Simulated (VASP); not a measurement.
Band structure of Rh (fcc). Level of theory: revTPSS meta-GGA, VASP's PBE PAW potentials (set 64) (plane waves; VASP).

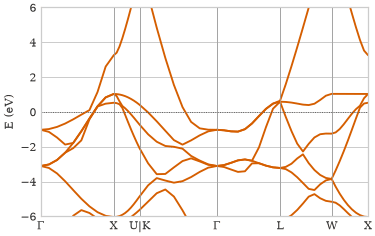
Fig. 1. Bands along high-symmetry lines, zero at the valence-band maximum or, without a gap, the Fermi level

Question: Read the plot: is there a gap, and where are the band edges?

Answer: It has no gap at this level: it comes out as a metal or semimetal.

The compound is Rh in the fcc structure. It was relaxed first.
